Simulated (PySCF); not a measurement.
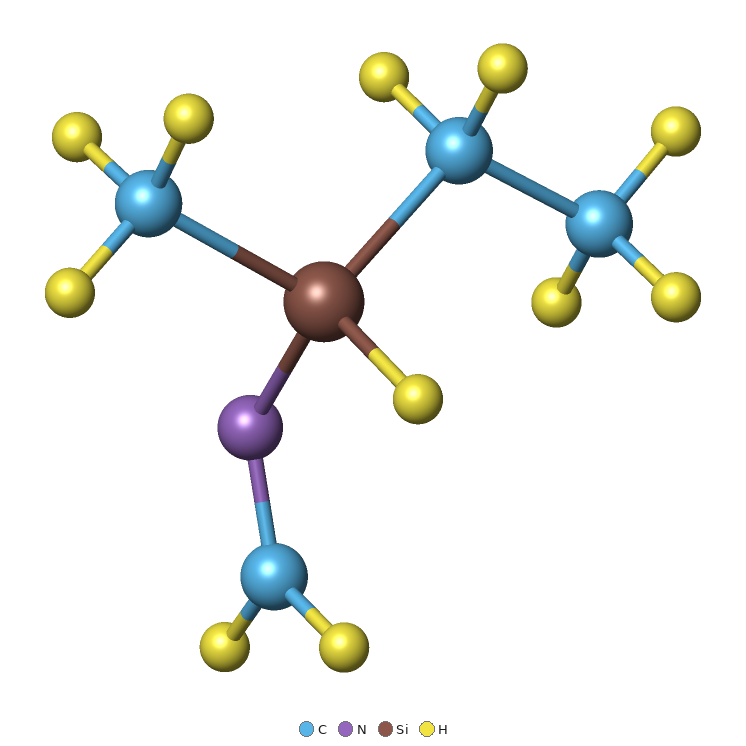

The picture comes from a calculation with PySCF.

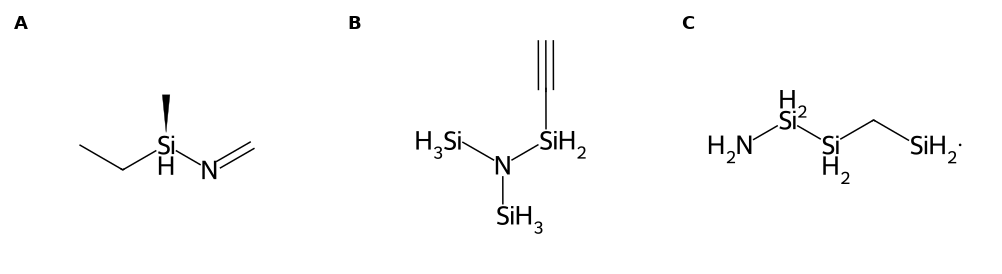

### The first picture shows one of the molecules drawn in the second. Which?

A, `C=N[Si@H](C)CC`.
